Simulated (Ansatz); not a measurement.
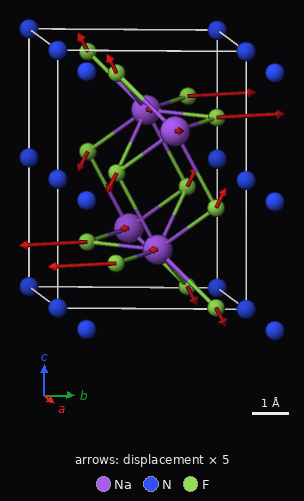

This is a relaxation of solid NaNF$_{3}$ (a generated structure, set up in Cmcm). The starting structure is drawn; red arrows show the displacements, 5 times their true length.

Style: ball-and-stick. Shown: the cell of the calculation, repeated 2 × 1 × 1 with one cell outlined, slightly off an axis.

The start is a swapped structure.

Level of theory: DFT, PAW plane waves, PBE in Ansatz. Set-up: plane-wave cutoff 420 eV; k-point mesh 6 × 6 × 3; occupations fermi dirac; smearing width 0.1 eV; no spin polarisation; atoms relaxed in a fixed cell; force threshold 0.03 eV/Å; at most 80 steps.

### What happened in the run?

The largest moves, 0.40 Å, are those of F atoms. Largest moves by element: F 0.40 Å, Na 0.06 Å. N stays in place. The lattice vectors keep their values. Some distances before and after: F–Na 2.249 → 2.509 Å, F–Na 2.463 → 2.593 Å, F–Na 2.551 → 2.450 Å. Among the angles between lasting bonds that change: Na–F–Na 87.2° → 76.3°, Na–F–Na 78.0° → 73.4°. The space group stays Cmcm (No. 63). The energy falls by 51.2 meV per atom in 5 geometry steps. Largest force component: 0.99 eV/Å at the start, 0.023 eV/Å at the end. Cost: 46 s on 2 threads of Arm Neoverse V2, with other jobs on the host, peak memory 0.44 GiB.
